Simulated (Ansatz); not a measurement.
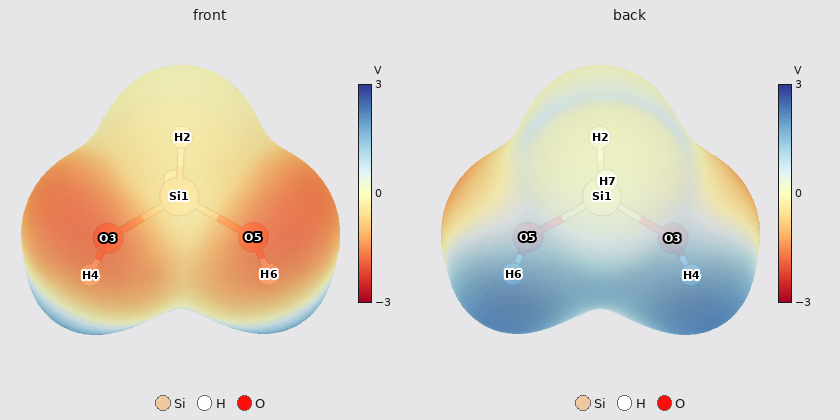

Figure 1: H4O2Si. The electrostatic potential painted on the density surface at 0.001 e/bohr³, seen from the front and from behind; red is negative and blue positive.

Theory: RKS PBE-D4/6-31G in Ansatz 0.2.0.

The calculation's input:

```
crystal:
  periodic: [false, false, false]
  atoms:
    - { symbol: Si, position_ang: [0.0, 0.0, 0.0] }
    - { symbol: H, position_ang: [0.0, 0.0, 1.46] }
    - { symbol: O, position_ang: [1.5842, 0.0, -0.5594] }
    - { symbol: H, position_ang: [1.9006, -0.9521, -0.6761] }
    - { symbol: O, position_ang: [-0.7913, 1.3709, -0.5594] }
    - { symbol: H, position_ang: [-1.7491, 1.1401, -0.7818] }
    - { symbol: H, position_ang: [-0.6877, -1.1914, -0.4862] }
basis:
  gaussian: { orbitals: "6-31G" }
hamiltonian:
  xc: pbe
  dispersion: d4
relax:
  f_tol: 0.02
  max_steps: 40
output:
  orbitals: {}
```

Launched as:

```sh
ansatz run input.yaml --threads 1 --pin off --max-ram 2048MiB --backend cpu --events-out ev --progress --plain --runs-dir out
```

The fields are those of the run's last geometry, not of the input's.

Which sites attract a positive test charge, and which a negative one?

Answer. A positive charge is drawn to the negative regions and a negative charge to the positive ones. The most negative region (about −1.8 V) lies over O3 and O5, the most positive (about +2.3 V) over H4 and H6.
